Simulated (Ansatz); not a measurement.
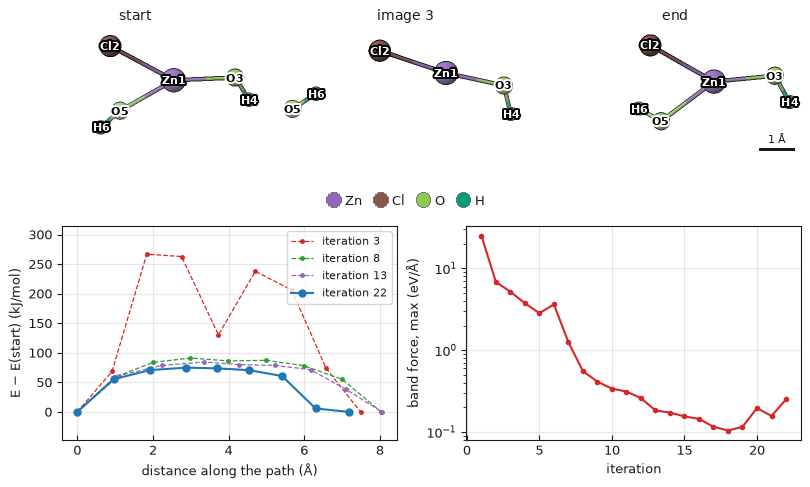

NEB run on ZnH$_{2}$O$_{2}$Cl (multiplicity 2). Images are numbered from 0 (start) to 8 (end). The plot follows the band through its iterations. A ball-and-stick model, seen at a tilt.

Level of theory: UKS B3LYP/def2-SVP (Ansatz).

The input:
```yaml
crystal:
  periodic: [false, false, false]
  atoms:
    - { symbol: Zn, position_ang: [-0.07987, -0.085968, 0.928521] }
    - { symbol: Cl, position_ang: [-0.129365, 1.752847, 2.272189] }
    - { symbol: O, position_ang: [0.130569, -0.579728, -0.780007] }
    - { symbol: H, position_ang: [0.036516, -1.534324, -0.901692] }
    - { symbol: O, position_ang: [-0.46432, -0.709052, 2.750801] }
    - { symbol: H, position_ang: [0.246769, -0.562275, 3.400189] }
magnetization:
  spin_polarized: true
  initial_magnetization: 1
basis:
  gaussian: { orbitals: def2-SVP }
hamiltonian:
  xc: b3lyp
neb:
  order_check: false
  images: 7
  f_tol: 0.05
  max_iterations: 22
  final_atoms:
    - { symbol: Zn, position_ang: [0.00733377, -0.08812935, 0.93232943] }
    - { symbol: Cl, position_ang: [-0.09039986, 1.75357363, 2.272059] }
    - { symbol: O, position_ang: [-0.08049485, -0.5841823, -0.78545857] }
    - { symbol: H, position_ang: [0.07106047, -1.5311749, -0.90464445] }
    - { symbol: O, position_ang: [0.29479824, -0.69518642, 2.77728268] }
    - { symbol: H, position_ang: [-0.46199877, -0.57340066, 3.37843292] }
  initial_path:
    images:
      - { positions_ang: [[-0.07987, -0.085968, 0.928521], [-0.129365, 1.752847, 2.272189], [0.130569, -0.579728, -0.780007], [0.036516, -1.534324, -0.901692], [-0.46432, -0.709052, 2.750801], [0.246769, -0.562275, 3.400189]] }
      - { positions_ang: [[-0.0925369, -0.12618593, 0.68916527], [-0.11692212, 1.36922075, 2.308324], [0.05613672, -0.58010787, -1.03175677], [0.12472174, -1.50081567, -1.17277511], [-0.35847126, -0.38893106, 3.13136357], [0.12737082, -0.49168022, 3.74568004]] }
      - { positions_ang: [[-0.10520381, -0.16640386, 0.44980954], [-0.10447924, 0.9855945, 2.344459], [-0.01829555, -0.58048774, -1.28350654], [0.21292748, -1.46730733, -1.44385822], [-0.25262252, -0.06881012, 3.51192614], [0.00797264, -0.42108544, 4.09117108]] }
      - { positions_ang: [[-0.11787071, -0.20662179, 0.21045381], [-0.09203636, 0.60196825, 2.38059401], [-0.09272783, -0.58086761, -1.53525631], [0.30113322, -1.433799, -1.71494133], [-0.14677378, 0.25131081, 3.89248871], [-0.11142554, -0.35049067, 4.43666212]] }
      - { positions_ang: [[-0.13053761, -0.24683973, -0.02890192], [-0.07959348, 0.218342, 2.41672901], [-0.16716011, -0.58124748, -1.78700609], [0.38933896, -1.40029067, -1.98602444], [-0.04092504, 0.57143175, 4.27305128], [-0.23082372, -0.27989589, 4.78215316]] }
      - { positions_ang: [[-0.09606977, -0.20716213, 0.21140592], [-0.08229507, 0.60214991, 2.38056151], [-0.14549379, -0.58198118, -1.53661921], [0.30976934, -1.43301173, -1.71567944], [0.04300578, 0.25477721, 3.89910913], [-0.28861749, -0.35327208, 4.4312231]] }
      - { positions_ang: [[-0.06160192, -0.16748454, 0.45171375], [-0.08499667, 0.98595782, 2.344394], [-0.12382748, -0.58271489, -1.28623233], [0.23019972, -1.46573278, -1.44533444], [0.1269366, -0.06187733, 3.52516698], [-0.34641125, -0.42664828, 4.08029304]] }
      - { positions_ang: [[-0.02713408, -0.12780694, 0.69202159], [-0.08769827, 1.36976573, 2.3082265], [-0.10216116, -0.5834486, -1.03584545], [0.15063009, -1.49845384, -1.17498944], [0.21086742, -0.37853188, 3.15122483], [-0.40420501, -0.50002447, 3.72936298]] }
      - { positions_ang: [[0.00733377, -0.08812935, 0.93232943], [-0.09039986, 1.75357363, 2.272059], [-0.08049485, -0.5841823, -0.78545857], [0.07106047, -1.5311749, -0.90464445], [0.29479824, -0.69518642, 2.77728268], [-0.46199877, -0.57340066, 3.37843292]] }
```

Run as
```bash
ansatz run input.yaml --threads 2 --pin off --max-ram 3072MiB --backend cpu --events-out ev --progress --plain --runs-dir out
```

**How did the profile develop, and is the result final?**

The result isn't final. The band hadn't converged when the run stopped after 22 iterations. The largest component of the band force went from 25 to 0.25 eV/Å. The barrier read from it is provisional: over the last two iterations the highest image moved from 76.1 kJ/mol to 74.9 kJ/mol. The first iteration put the highest image at 769.6 kJ/mol. The barrier is about 74.9 kJ/mol in both directions, with image 3 at the top; the ends have the same energy.

The run took 17 min on 2 threads of Arm Neoverse V1 (shared host), peak memory 0.36 GiB.
